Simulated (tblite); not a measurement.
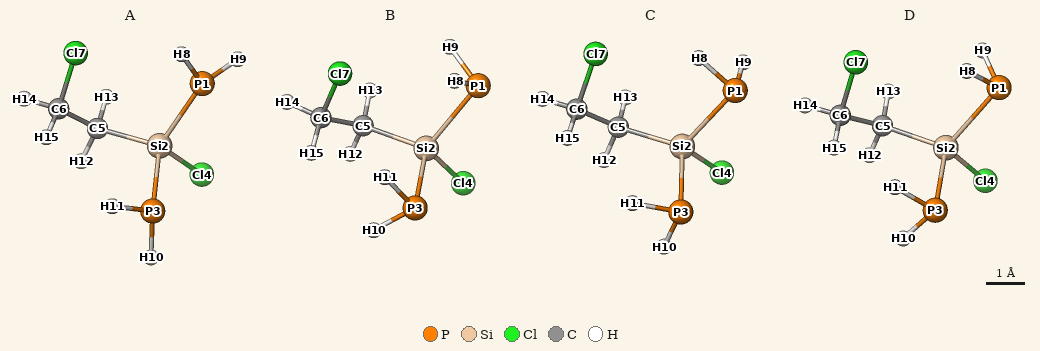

4 geometries from one relaxation of C2H8Cl2P2Si, in shuffled order. The picture is a ball-and-stick view, seen face on.

Level of theory: tblite 0.8.0, GFN2-xTB geometry optimisation, gas phase. 

Question: Put them in the order of the run, from the start to the converged end.

Answer: A, C, D, B. They are steps 0, 22, 66, 110, at +202.2 kJ/mol, +8.72 kJ/mol, +2.73 kJ/mol relative to the last. H9 moves most after the best rigid fit: 1.31 Å. Largest moves by element: H 1.31 Å, Cl 0.63 Å, P 0.45 Å, C 0.26 Å, Si 0.21 Å. Near-neighbour distances that change, for instance: P1–Si2 2.136 → 2.266 Å, Si2–Cl4 2.122 → 2.045 Å, P3–H10 1.459 → 1.387 Å, Si2–C5 1.870 → 1.941 Å. Bond angles that change, for instance: Si2–P1–H8 119.3° → 94.6°, H8–P1–H9 117.2° → 92.5°, Si2–P1–H9 117.7° → 94.8°. Over 110 geometry steps the energy falls by 202.2 kJ/mol.
